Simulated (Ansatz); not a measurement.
Take SiC in the zinc blende structure (space group F-43m, No. 216; a = 4.380 Å) as the base.

Now apply this change: an isotropic linear strain of +3.00 %; the atoms relax in the strained cell.

Level of theory: Ansatz (an electronic-structure program), PBE, PAW, cutoff 420 eV, no SOC.

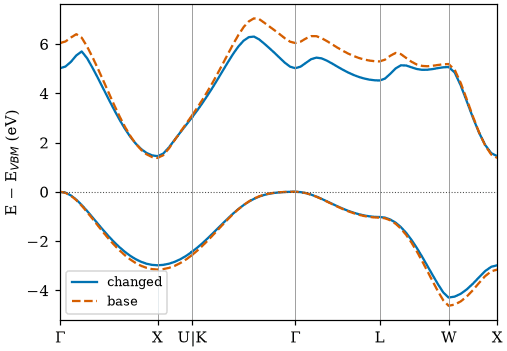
Fig. 1. Highest valence and lowest conduction band along the path, each from its own valence-band maximum

The gap is 1.45 eV, indirect, Γ → X; the base has 1.37 eV.

Stability against distortions was not tested.
